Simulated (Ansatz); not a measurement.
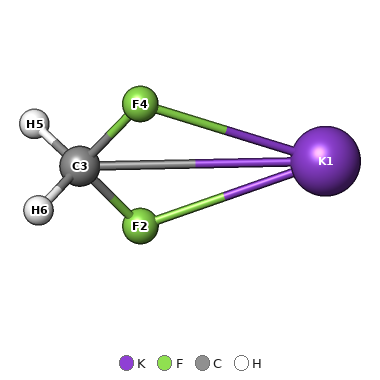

The system is CH₂F₂K, charge +1; the picture shows the reference structure. First axis: separation of F4 and K1 along their line in the relaxed pair. Second axis: sideways slip of K1. Nothing is relaxed (both partners rigid). The scan uses a 15 × 15 grid. At 24 points there is no value (left out of the scan, as a rule where atoms come close). Points are written as (first, second). All energies are given in kJ/mol relative to the lowest grid point. Theory: RKS PBE0-D4/def2-SVPD (Ansatz 0.2.0).

Its coordinates:

```yaml
atoms:
  - { symbol: K, position_ang: [0.0871, 0.3301, -2.7014] }
  - { symbol: F, position_ang: [0.1127, -1.0521, -0.3165] }
  - { symbol: C, position_ang: [-0.0204, -0.0775, 0.6337] }
  - { symbol: F, position_ang: [-0.1005, 1.0981, -0.0608] }
  - { symbol: H, position_ang: [-0.9570, -0.2356, 1.1823] }
  - { symbol: H, position_ang: [0.8783, -0.0631, 1.2625] }
```

Range: separation of F4 and K1 along their line in the relaxed pair from 2.315 to 3.715 Å; sideways slip of K1 from −2.200 to 2.200 Å.

Question: Predict the map.

Answer: The lowest grid point is at (2.743 Å, 0.000 Å). No other kind of well shows on this grid. The highest grid point, (2.558 Å, −1.257 Å), lies 201.7 kJ/mol above the lowest. Round the minimum the valley is strongly tilted: raising the first coordinate shifts the best value of sideways slip of K1 downwards (coupling k₁₂/√(k₁₁k₂₂) about 0.7).

| second ↓, first → | 2.315 | 2.350 | 2.407 | 2.477 | 2.558 | 2.647 | 2.743 | 2.846 | 2.955 | 3.070 | 3.189 | 3.314 | 3.444 | 3.577 | 3.715 |
| --- | --- | --- | --- | --- | --- | --- | --- | --- | --- | --- | --- | --- | --- | --- | --- |
| 2.200 | 16.9 | 17.3 | 18.0 | 19.0 | 20.1 | 21.4 | 22.7 | 24.2 | 25.6 | 27.1 | 28.6 | 30.1 | 31.6 | 33.0 | 34.4 |
| 1.886 | 12.4 | 12.7 | 13.3 | 14.1 | 15.0 | 16.3 | 17.7 | 19.4 | 21.1 | 22.9 | 24.7 | 26.5 | 28.3 | 30.0 | 31.7 |
| 1.571 | 8.2 | 8.6 | 9.3 | 10.1 | 11.0 | 12.0 | 13.1 | 14.6 | 16.5 | 18.5 | 20.6 | 22.7 | 24.8 | 26.8 | 28.7 |
| 1.257 | 5.8 | 5.8 | 6.1 | 6.7 | 7.6 | 8.7 | 9.8 | 10.8 | 12.2 | 14.2 | 16.4 | 18.8 | 21.2 | 23.5 | 25.7 |
| 0.943 | 6.0 | 5.3 | 4.6 | 4.4 | 4.8 | 5.8 | 7.1 | 8.5 | 9.5 | 10.6 | 12.5 | 15.0 | 17.6 | 20.2 | 22.7 |
| 0.629 | 9.3 | 7.4 | 5.0 | 3.3 | 2.6 | 2.9 | 4.0 | 5.7 | 7.6 | 9.0 | 9.7 | 11.5 | 14.2 | 16.9 | 19.7 |
| 0.314 | 15.2 | 11.7 | 7.4 | 3.9 | 1.7 | 0.9 | 1.2 | 2.6 | 4.6 | 7.0 | 8.8 | 9.4 | 11.1 | 13.9 | 16.9 |
| 0.000 | 25.2 | 20.1 | 13.5 | 7.7 | 3.4 | 0.9 | 0.0 | 0.4 | 1.9 | 4.1 | 6.7 | 8.7 | 9.5 | 11.3 | 14.3 |
| −0.314 | 50.6 | 42.6 | 31.7 | 21.4 | 12.9 | 6.8 | 2.9 | 1.2 | 1.1 | 2.3 | 4.4 | 6.8 | 8.8 | 9.9 | 12.1 |
| −0.629 | 120.2 | 104.3 | 82.1 | 60.3 | 41.1 | 26.1 | 15.2 | 8.1 | 4.3 | 3.0 | 3.5 | 5.2 | 7.4 | 9.2 | 10.9 |
| −0.943 | – | – | 193.4 | 145.1 | 102.3 | 68.1 | 42.6 | 24.8 | 13.6 | 7.4 | 5.0 | 5.0 | 6.4 | 8.5 | 10.5 |
| −1.257 | – | – | – | – | 201.7 | 135.4 | 86.1 | 51.5 | 29.0 | 15.6 | 8.7 | 6.2 | 6.4 | 8.0 | 10.3 |
| −1.571 | – | – | – | – | – | – | 133.9 | 80.5 | 45.8 | 24.7 | 13.4 | 8.3 | 7.1 | 8.2 | 10.4 |
| −1.886 | – | – | – | – | – | – | 162.3 | 97.7 | 55.8 | 30.4 | 16.5 | 10.0 | 8.1 | 8.9 | 11.1 |
| −2.200 | – | – | – | – | – | – | 153.6 | 92.7 | 53.3 | 29.5 | 16.6 | 10.7 | 9.1 | 10.1 | 12.4 |

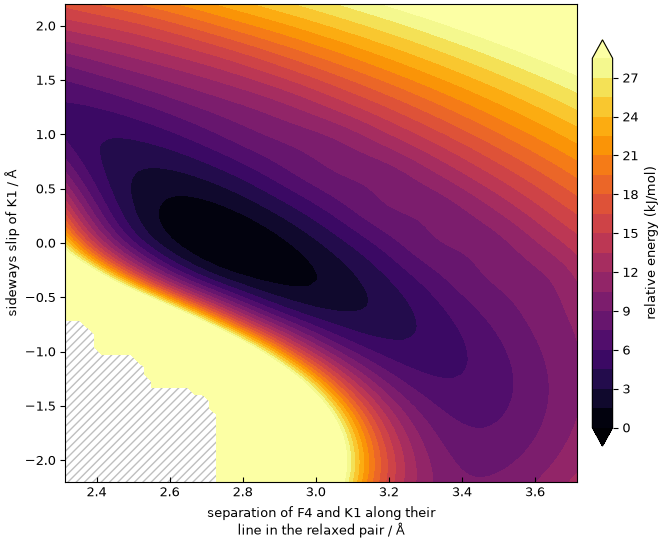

In the figure: filled contours, one colour for all values above the top of the scale, hatched blanks where no value was computed. Between grid points the surface is interpolated.

The whole map (201 points run) took 28 min on 1 thread of Arm Neoverse N1, with other jobs on the host.
